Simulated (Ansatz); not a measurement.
# GeH₆O₂Si: Born-Oppenheimer dynamics

Aim: follow GeH₆O₂Si for 20 steps at constant energy (500 K) and see how far bonds stretch and how energy moves between motion and potential.

Method: BLYP/def2-SVP; program: Ansatz 0.2.0, Gaussian basis.

### Step 1. The geometry

The geometry comes from an earlier relaxation with PBE0-D4 in a triple-zeta def2 set; it is a stationary point, not always the lowest conformer.

SMILES `O[SiH2][O][GeH3]`, 10 atoms, charge 0, spin multiplicity 1.

Atoms are counted from 1 here; the program's logs count them from 0.

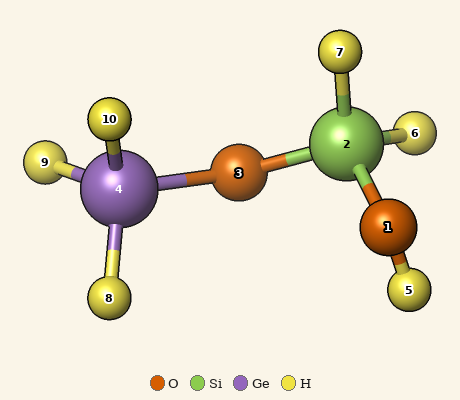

The geometry (oxygen orange, silicon green, germanium purple, hydrogen yellow); atoms are numbered from 1 in the order of the file.

Coordinates:

```mol
GeH6O2Si
  3D, bonds by distance, orders not assigned

 10  9  0  0  0  0  0  0  0  0999 V2000
   -0.9570    0.5343   -1.8370 O   0  0
   -0.2696    1.2310   -0.5166 Si  0  0
   -0.1836    0.2241    0.7594 O   0  0
    0.6777   -1.3061    1.0473 Ge  0  0
   -1.8972    0.3525   -1.8059 H   0  0
   -1.0653    2.3994   -0.0652 H   0  0
    1.0861    1.6158   -0.9759 H   0  0
   -0.2350   -2.4554    0.5947 H   0  0
    0.9375   -1.3580    2.5572 H   0  0
    1.9893   -1.2889    0.2449 H   0  0
  1  2  8  0
  2  3  8  0
  3  4  8  0
  1  5  8  0
  2  6  8  0
  2  7  8  0
  4  8  8  0
  4  9  8  0
  4 10  8  0
M  END
```

### Step 2. Dynamics

in.yaml

```yaml
crystal:
  periodic: [false, false, false]
  atoms:
    - {symbol: O, position_ang: [-0.957040, 0.534300, -1.837007]}
    - {symbol: Si, position_ang: [-0.269605, 1.230989, -0.516561]}
    - {symbol: O, position_ang: [-0.183595, 0.224079, 0.759396]}
    - {symbol: Ge, position_ang: [0.677685, -1.306086, 1.047303]}
    - {symbol: H, position_ang: [-1.897208, 0.352534, -1.805933]}
    - {symbol: H, position_ang: [-1.065332, 2.399374, -0.065179]}
    - {symbol: H, position_ang: [1.086134, 1.615816, -0.975918]}
    - {symbol: H, position_ang: [-0.234980, -2.455391, 0.594712]}
    - {symbol: H, position_ang: [0.937524, -1.358047, 2.557236]}
    - {symbol: H, position_ang: [1.989317, -1.288868, 0.244948]}
basis:
  gaussian: {orbitals: def2-SVP}
hamiltonian: {xc: {name: BLYP}}
md: {timestep: 2 fs, n_steps: 20, ensemble: nve, temperature: 500, initial_velocities: maxwell_boltzmann, seed: 472}
```

Started as:

```sh
> ansatz run in.yaml --threads 4 --pin off --events-out ev --progress --plain --max-ram 10444MiB
```

What it wrote:

```text
Functional definition: BLYP
  name "BLYP"
  cite "Becke, Phys. Rev. A 38, 3098 (1988) doi:10.1103/PhysRevA.38.3098"
  cite "Lee, Yang & Parr, Phys. Rev. B 37, 785 (1988) doi:10.1103/PhysRevB.37.785"
  parameter beta = 0.0042
  parameter a = 0.04918
  parameter b = 0.132
  parameter c = 0.2533
  parameter d = 0.349
  exchange = b88_x(beta = beta)
  correlation = lyp_c(a = a, b = b, c = c, d = d)
1181 factors; their error is unknown
mean field evaluation 1: about -68566.1754 eV, gradient 8.2e1 eV
mean field evaluation 2: about -68503.9125 eV, gradient 1.9e2 eV
mean field evaluation 4: about -68576.8589 eV, gradient 2.0e1 eV
mean field evaluation 8: about -68577.5398 eV, gradient 2.4e-1 eV
mean field evaluation 16: about -68577.4674 eV, gradient 2.5e-5 eV
mean field -68577.46741738 eV, -2520.1754441118 hartree, gradient 2.5e-5 eV, S^2 0.000000; 0 other end points of the search recorded, 0 dependent functions left out
the calculation of the forces begins
reference -68577.46780264 eV, -2520.1754582698 hartree; 34, 34 occupied and 74, 74 virtual orbitals, 1181 factors
md step     0: t =     0.00 fs  T =   500.0 K  F+E_penalty+E_count = -68577.46741738 eV  E_kin = 0.517040 eV  conserved = -68576.95037738 eV  (26 SCF iters)
these checks for a lower state are left out or cut short: starts, cluster_reference, orbital_swaps, neighbouring_geometries, increment
1181 factors; their error is unknown
mean field -68577.32518229 eV, -2520.1702170685 hartree, gradient 1.0e-5 eV, S^2 0.000000; 0 other end points of the search recorded, 0 dependent functions left out
the calculation of the forces begins
reference -68577.32556426 eV, -2520.1702311059 hartree; 34, 34 occupied and 74, 74 virtual orbitals, 1181 factors
md step     1: t =     2.00 fs  T =   390.8 K  F+E_penalty+E_count = -68577.32518229 eV  E_kin = 0.404114 eV  conserved = -68576.92106785 eV  (29 SCF iters)
these checks for a lower state are left out or cut short: starts, cluster_reference, orbital_swaps, neighbouring_geometries, increment
1181 factors; their error is unknown
mean field -68577.25261643 eV, -2520.1675503226 hartree, gradient 1.1e-5 eV, S^2 0.000000; 0 other end points of the search recorded, 0 dependent functions left out
the calculation of the forces begins
reference -68577.25300028 eV, -2520.1675644288 hartree; 34, 34 occupied and 74, 74 virtual orbitals, 1181 factors
md step     2: t =     4.00 fs  T =   322.5 K  F+E_penalty+E_count = -68577.25261643 eV  E_kin = 0.333447 eV  conserved = -68576.91916928 eV  (29 SCF iters)
these checks for a lower state are left out or cut short: starts, cluster_reference, orbital_swaps, neighbouring_geometries, increment
1181 factors; their error is unknown
mean field evaluation 32: about -68577.3325 eV, gradient 3.9e0 eV
mean field -68577.28357087 eV, -2520.1686878770 hartree, gradient 1.2e-5 eV, S^2 0.000000; 0 other end points of the search recorded, 0 dependent functions left out
the calculation of the forces begins
reference -68577.28395681 eV, -2520.1687020601 hartree; 34, 34 occupied and 74, 74 virtual orbitals, 1181 factors
md step     3: t =     6.00 fs  T =   339.9 K  F+E_penalty+E_count = -68577.28357087 eV  E_kin = 0.351512 eV  conserved = -68576.93205933 eV  (30 SCF iters)
these checks for a lower state are left out or cut short: starts, cluster_reference, orbital_swaps, neighbouring_geometries, increment
1181 factors; their error is unknown
mean field -68577.23829477 eV, -2520.1670240110 hartree, gradient 1.3e-5 eV, S^2 0.000000; 0 other end points of the search recorded, 0 dependent functions left out
the calculation of the forces begins
reference -68577.23868045 eV, -2520.1670381847 hartree; 34, 34 occupied and 74, 74 virtual orbitals, 1181 factors
md step     4: t =     8.00 fs  T =   294.9 K  F+E_penalty+E_count = -68577.23829477 eV  E_kin = 0.304976 eV  conserved = -68576.93331900 eV  (30 SCF iters)
these checks for a lower state are left out or cut short: starts, cluster_reference, orbital_swaps, neighbouring_geometries, increment
1181 factors; their error is unknown
mean field -68577.12382334 eV, -2520.1628172638 hartree, gradient 1.3e-5 eV, S^2 0.000000; 0 other end points of the search recorded, 0 dependent functions left out
the calculation of the forces begins
reference -68577.12420887 eV, -2520.1628314317 hartree; 34, 34 occupied and 74, 74 virtual orbitals, 1181 factors
md step     5: t =    10.00 fs  T =   202.6 K  F+E_penalty+E_count = -68577.12382334 eV  E_kin = 0.209542 eV  conserved = -68576.91428109 eV  (30 SCF iters)
these checks for a lower state are left out or cut short: starts, cluster_reference, orbital_swaps, neighbouring_geometries, increment
1181 factors; their error is unknown
mean field -68577.14514421 eV, -2520.1636007911 hartree, gradient 1.2e-5 eV, S^2 0.000000; 0 other end points of the search recorded, 0 dependent functions left out
the calculation of the forces begins
reference -68577.14553043 eV, -2520.1636149847 hartree; 34, 34 occupied and 74, 74 virtual orbitals, 1181 factors
md step     6: t =    12.00 fs  T =   219.3 K  F+E_penalty+E_count = -68577.14514421 eV  E_kin = 0.226808 eV  conserved = -68576.91833590 eV  (29 SCF iters)
these checks for a lower state are left out or cut short: starts, cluster_reference, orbital_swaps, neighbouring_geometries, increment
1181 factors; their error is unknown
mean field evaluation 64: about -68577.2623 eV, gradient 1.6e-4 eV
mean field -68577.26232248 eV, -2520.1679070132 hartree, gradient 2.4e-5 eV, S^2 0.000000; 0 other end points of the search recorded, 0 dependent functions left out
the calculation of the forces begins
reference -68577.26270674 eV, -2520.1679211346 hartree; 34, 34 occupied and 74, 74 virtual orbitals, 1181 factors
md step     7: t =    14.00 fs  T =   327.0 K  F+E_penalty+E_count = -68577.26232248 eV  E_kin = 0.338093 eV  conserved = -68576.92422968 eV  (28 SCF iters)
these checks for a lower state are left out or cut short: starts, cluster_reference, orbital_swaps, neighbouring_geometries, increment
1181 factors; their error is unknown
mean field -68577.36400606 eV, -2520.1716438158 hartree, gradient 1.0e-5 eV, S^2 0.000000; 0 other end points of the search recorded, 0 dependent functions left out
the calculation of the forces begins
reference -68577.36438638 eV, -2520.1716577924 hartree; 34, 34 occupied and 74, 74 virtual orbitals, 1181 factors
md step     8: t =    16.00 fs  T =   405.2 K  F+E_penalty+E_count = -68577.36400606 eV  E_kin = 0.418971 eV  conserved = -68576.94503474 eV  (29 SCF iters)
these checks for a lower state are left out or cut short: starts, cluster_reference, orbital_swaps, neighbouring_geometries, increment
1181 factors; their error is unknown
mean field -68577.25507385 eV, -2520.1676406308 hartree, gradient 1.1e-5 eV, S^2 0.000000; 0 other end points of the search recorded, 0 dependent functions left out
the calculation of the forces begins
reference -68577.25545334 eV, -2520.1676545771 hartree; 34, 34 occupied and 74, 74 virtual orbitals, 1181 factors
md step     9: t =    18.00 fs  T =   333.3 K  F+E_penalty+E_count = -68577.25507385 eV  E_kin = 0.344694 eV  conserved = -68576.91037942 eV  (29 SCF iters)
these checks for a lower state are left out or cut short: starts, cluster_reference, orbital_swaps, neighbouring_geometries, increment
1181 factors; their error is unknown
mean field -68577.28008479 eV, -2520.1685597661 hartree, gradient 1.3e-5 eV, S^2 0.000000; 0 other end points of the search recorded, 0 dependent functions left out
the calculation of the forces begins
reference -68577.28046870 eV, -2520.1685738745 hartree; 34, 34 occupied and 74, 74 virtual orbitals, 1181 factors
md step    10: t =    20.00 fs  T =   340.7 K  F+E_penalty+E_count = -68577.28008479 eV  E_kin = 0.352282 eV  conserved = -68576.92780326 eV  (30 SCF iters)
these checks for a lower state are left out or cut short: starts, cluster_reference, orbital_swaps, neighbouring_geometries, increment
1181 factors; their error is unknown
mean field -68577.27967377 eV, -2520.1685446612 hartree, gradient 1.4e-5 eV, S^2 0.000000; 0 other end points of the search recorded, 0 dependent functions left out
the calculation of the forces begins
reference -68577.28006094 eV, -2520.1685588895 hartree; 34, 34 occupied and 74, 74 virtual orbitals, 1181 factors
md step    11: t =    22.00 fs  T =   341.6 K  F+E_penalty+E_count = -68577.27967377 eV  E_kin = 0.353219 eV  conserved = -68576.92645438 eV  (29 SCF iters)
these checks for a lower state are left out or cut short: starts, cluster_reference, orbital_swaps, neighbouring_geometries, increment
1181 factors; their error is unknown
mean field evaluation 96: about -68577.3011 eV, gradient 4.2e-2 eV
mean field -68577.22615061 eV, -2520.1665777216 hartree, gradient 1.4e-5 eV, S^2 0.000000; 0 other end points of the search recorded, 0 dependent functions left out
the calculation of the forces begins
reference -68577.22653745 eV, -2520.1665919377 hartree; 34, 34 occupied and 74, 74 virtual orbitals, 1181 factors
md step    12: t =    24.00 fs  T =   287.0 K  F+E_penalty+E_count = -68577.22615061 eV  E_kin = 0.296794 eV  conserved = -68576.92935654 eV  (30 SCF iters)
these checks for a lower state are left out or cut short: starts, cluster_reference, orbital_swaps, neighbouring_geometries, increment
1181 factors; their error is unknown
mean field -68577.11963790 eV, -2520.1626634515 hartree, gradient 1.3e-5 eV, S^2 0.000000; 0 other end points of the search recorded, 0 dependent functions left out
the calculation of the forces begins
reference -68577.12002286 eV, -2520.1626775987 hartree; 34, 34 occupied and 74, 74 virtual orbitals, 1181 factors
md step    13: t =    26.00 fs  T =   204.0 K  F+E_penalty+E_count = -68577.11963790 eV  E_kin = 0.210984 eV  conserved = -68576.90865392 eV  (30 SCF iters)
these checks for a lower state are left out or cut short: starts, cluster_reference, orbital_swaps, neighbouring_geometries, increment
1181 factors; their error is unknown
mean field -68577.14361675 eV, -2520.1635446582 hartree, gradient 1.2e-5 eV, S^2 0.000000; 0 other end points of the search recorded, 0 dependent functions left out
the calculation of the forces begins
reference -68577.14400250 eV, -2520.1635588342 hartree; 34, 34 occupied and 74, 74 virtual orbitals, 1181 factors
md step    14: t =    28.00 fs  T =   212.8 K  F+E_penalty+E_count = -68577.14361675 eV  E_kin = 0.220033 eV  conserved = -68576.92358346 eV  (30 SCF iters)
these checks for a lower state are left out or cut short: starts, cluster_reference, orbital_swaps, neighbouring_geometries, increment
1181 factors; their error is unknown
mean field -68577.17721311 eV, -2520.1647793016 hartree, gradient 1.1e-5 eV, S^2 0.000000; 0 other end points of the search recorded, 0 dependent functions left out
the calculation of the forces begins
reference -68577.17759785 eV, -2520.1647934403 hartree; 34, 34 occupied and 74, 74 virtual orbitals, 1181 factors
md step    15: t =    30.00 fs  T =   250.6 K  F+E_penalty+E_count = -68577.17721311 eV  E_kin = 0.259095 eV  conserved = -68576.91811826 eV  (29 SCF iters)
these checks for a lower state are left out or cut short: starts, cluster_reference, orbital_swaps, neighbouring_geometries, increment
1181 factors; their error is unknown
mean field evaluation 128: about -68577.2483 eV, gradient 1.1e-5 eV
mean field -68577.24832111 eV, -2520.1673924724 hartree, gradient 1.1e-5 eV, S^2 0.000000; 0 other end points of the search recorded, 0 dependent functions left out
the calculation of the forces begins
reference -68577.24870202 eV, -2520.1674064704 hartree; 34, 34 occupied and 74, 74 virtual orbitals, 1181 factors
md step    16: t =    32.00 fs  T =   300.4 K  F+E_penalty+E_count = -68577.24832111 eV  E_kin = 0.310622 eV  conserved = -68576.93769903 eV  (30 SCF iters)
these checks for a lower state are left out or cut short: starts, cluster_reference, orbital_swaps, neighbouring_geometries, increment
1181 factors; their error is unknown
mean field -68577.17417444 eV, -2520.1646676327 hartree, gradient 1.3e-5 eV, S^2 0.000000; 0 other end points of the search recorded, 0 dependent functions left out
the calculation of the forces begins
reference -68577.17455270 eV, -2520.1646815333 hartree; 34, 34 occupied and 74, 74 virtual orbitals, 1181 factors
1181 factors; their error is unknown
mean field -68577.17417444 eV, -2520.1646676327 hartree, gradient 1.2e-5 eV, S^2 0.000000; 1 other end points of the search recorded, 0 dependent functions left out
the calculation of the forces begins
reference -68577.17455270 eV, -2520.1646815333 hartree; 34, 34 occupied and 74, 74 virtual orbitals, 1181 factors
md step    17: t =    34.00 fs  T =   259.7 K  F+E_penalty+E_count = -68577.17417444 eV  E_kin = 0.268540 eV  conserved = -68576.90563431 eV  (29 SCF iters)
these checks for a lower state are left out or cut short: starts, cluster_reference, orbital_swaps, neighbouring_geometries, increment
1181 factors; their error is unknown
mean field evaluation 160: about -68577.2428 eV, gradient 2.4e-5 eV
mean field -68577.24281995 eV, -2520.1671903085 hartree, gradient 1.4e-5 eV, S^2 0.000000; 0 other end points of the search recorded, 0 dependent functions left out
the calculation of the forces begins
reference -68577.24320260 eV, -2520.1672043707 hartree; 34, 34 occupied and 74, 74 virtual orbitals, 1181 factors
md step    18: t =    36.00 fs  T =   301.6 K  F+E_penalty+E_count = -68577.24281995 eV  E_kin = 0.311904 eV  conserved = -68576.93091588 eV  (30 SCF iters)
these checks for a lower state are left out or cut short: starts, cluster_reference, orbital_swaps, neighbouring_geometries, increment
1181 factors; their error is unknown
mean field -68577.24257995 eV, -2520.1671814887 hartree, gradient 1.4e-5 eV, S^2 0.000000; 0 other end points of the search recorded, 0 dependent functions left out
the calculation of the forces begins
reference -68577.24296686 eV, -2520.1671957075 hartree; 34, 34 occupied and 74, 74 virtual orbitals, 1181 factors
md step    19: t =    38.00 fs  T =   310.5 K  F+E_penalty+E_count = -68577.24257995 eV  E_kin = 0.321090 eV  conserved = -68576.92149023 eV  (30 SCF iters)
these checks for a lower state are left out or cut short: starts, cluster_reference, orbital_swaps, neighbouring_geometries, increment
1181 factors; their error is unknown
mean field -68577.23164072 eV, -2520.1667794795 hartree, gradient 1.3e-5 eV, S^2 0.000000; 0 other end points of the search recorded, 0 dependent functions left out
the calculation of the forces begins
reference -68577.23202628 eV, -2520.1667936482 hartree; 34, 34 occupied and 74, 74 virtual orbitals, 1181 factors
1181 factors; their error is unknown
mean field evaluation 192: about -68577.2316 eV, gradient 5.6e-3 eV
mean field -68577.23164072 eV, -2520.1667794795 hartree, gradient 1.3e-5 eV, S^2 0.000000; 1 other end points of the search recorded, 0 dependent functions left out
the calculation of the forces begins
reference -68577.23202628 eV, -2520.1667936482 hartree; 34, 34 occupied and 74, 74 virtual orbitals, 1181 factors
md step    20: t =    40.00 fs  T =   293.6 K  F+E_penalty+E_count = -68577.23164072 eV  E_kin = 0.303560 eV  conserved = -68576.92808111 eV  (29 SCF iters)
Total energy: -68577.23202628 eV, -2520.1667936482 hartree
Atom 0 at    -1.020009     0.581609    -1.904858 Å, force    -0.498953    -0.562930    -0.709165 eV/Å
Atom 1 at    -0.312020     1.254279    -0.584310 Å, force     1.681559     1.123655     1.850065 eV/Å
Atom 2 at    -0.124062     0.344703     0.844630 Å, force    -0.002363    -1.322755    -0.515040 eV/Å
Atom 3 at     0.694270    -1.352545     1.071207 Å, force    -0.256785     1.256775     0.315748 eV/Å
Atom 4 at    -1.971821     0.368079    -1.917879 Å, force     0.081544     0.066296     0.098815 eV/Å
Atom 5 at    -1.042136     2.490335    -0.024241 Å, force     0.159530    -0.474252    -0.483993 eV/Å
Atom 6 at     1.147747     1.603021    -1.035469 Å, force    -1.038141    -0.160597     0.012129 eV/Å
Atom 7 at     0.010484    -2.400992     0.101074 Å, force     0.169370     0.225236     0.339933 eV/Å
Atom 8 at     0.510726    -1.707854     2.653479 Å, force     0.111696     0.205637    -1.119565 eV/Å
Atom 9 at     2.201779    -1.054000     0.662257 Å, force    -0.407458    -0.357065     0.211073 eV/Å
Dipole moment:    -0.216575    -0.385427    -0.024178 e Å
```

Wall time 17 s (4 threads of Intel Xeon Platinum 8375C at 2.90GHz, shared host).

### Step 3. Frames and traces

Step by step, with energies from the first frame:

| time (fs) | T (K) | potential (meV) | conserved (meV) | Ge4–H9 (Å) |
| --- | --- | --- | --- | --- |
| 0.0 | 500 | 0.0 | 0.00 | 1.533 |
| 2.0 | 391 | 142.2 | 29.31 | 1.455 |
| 4.0 | 322 | 214.8 | 31.21 | 1.450 |
| 6.0 | 340 | 183.8 | 18.32 | 1.523 |
| 8.0 | 295 | 229.1 | 17.06 | 1.613 |
| 10.0 | 203 | 343.6 | 36.10 | 1.668 |
| 12.0 | 219 | 322.3 | 32.04 | 1.666 |
| 14.0 | 327 | 205.1 | 26.15 | 1.606 |
| 16.0 | 405 | 103.4 | 5.34 | 1.515 |
| 18.0 | 333 | 212.3 | 40.00 | 1.447 |
| 20.0 | 341 | 187.3 | 22.57 | 1.459 |
| 22.0 | 342 | 187.7 | 23.92 | 1.542 |
| 24.0 | 287 | 241.3 | 21.02 | 1.630 |
| 26.0 | 204 | 347.8 | 41.72 | 1.679 |
| 28.0 | 213 | 323.8 | 26.79 | 1.669 |
| 30.0 | 251 | 290.2 | 32.26 | 1.603 |
| 32.0 | 300 | 219.1 | 12.68 | 1.511 |
| 34.0 | 260 | 293.2 | 44.74 | 1.446 |
| 36.0 | 302 | 224.6 | 19.46 | 1.464 |
| 38.0 | 311 | 224.8 | 28.89 | 1.547 |
| 40.0 | 294 | 235.8 | 22.30 | 1.632 |

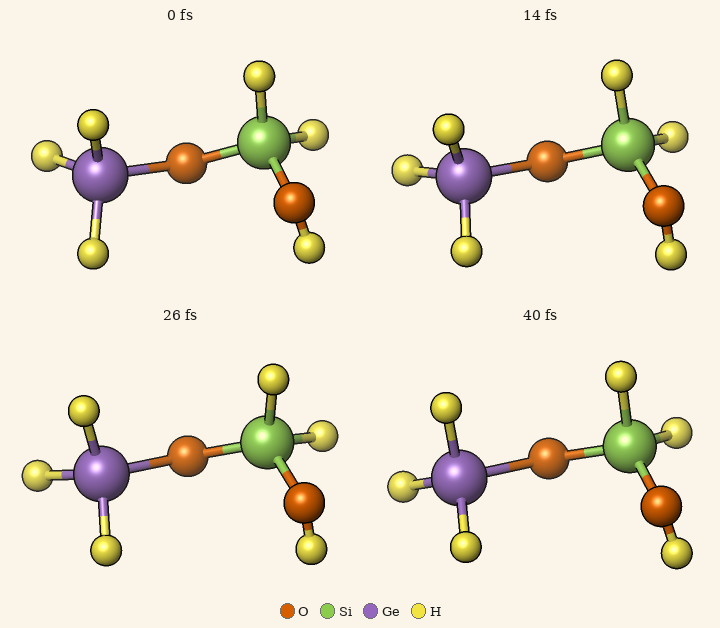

Four frames; sticks are those of the first frame.

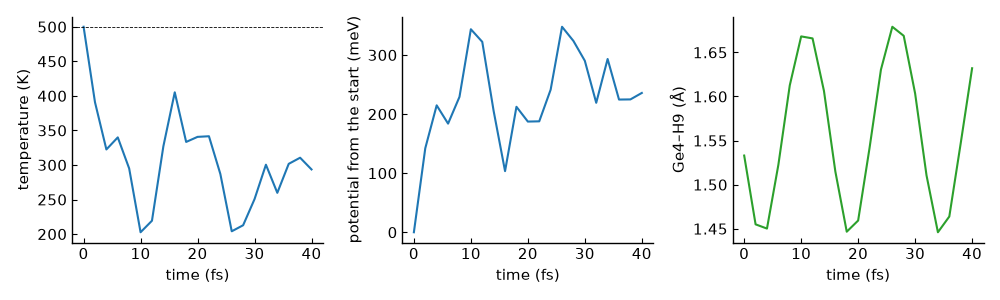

Temperature (the set value dashed), potential energy and the bond that swings most.

Positions (Å) and forces (eV/Å) at 40.0 fs:

```xyz
10

O    -1.020    0.582   -1.905   -0.499   -0.563   -0.709
Si   -0.312    1.254   -0.584    1.682    1.124    1.850
O    -0.124    0.345    0.845   -0.002   -1.323   -0.515
Ge    0.694   -1.353    1.071   -0.257    1.257    0.316
H    -1.972    0.368   -1.918    0.082    0.066    0.099
H    -1.042    2.490   -0.024    0.160   -0.474   -0.484
H     1.148    1.603   -1.035   -1.038   -0.161    0.012
H     0.010   -2.401    0.101    0.169    0.225    0.340
H     0.511   -1.708    2.653    0.112    0.206   -1.120
H     2.202   -1.054    0.662   -0.407   -0.357    0.211
```

### Step 4. Results

| quantity | value |
| --- | --- |
| length | 20 steps of 2.0 fs |
| temperature, first and last frame | 500, 294 K |
| temperature, second half | mean 282 K, from 204 to 342 K |
| swing of the potential | 348 meV |
| largest change of the conserved energy | 44.74 meV |
| range of Ge4–H9 | 1.446 to 1.679 Å |

**Reading.** From 500 K at the start the temperature swings between 203 and 500 K: with 10 atoms it has no steady value yet; starting near a minimum, about half of the kinetic energy flows into the potential. The conserved energy moves by 44.74 meV, 12.9 % of the potential's swing: the step is long for the fastest motion. Ge4–H9 swings most, by 0.23 Å; no bond breaks. A run of 40 fs gives no averages.
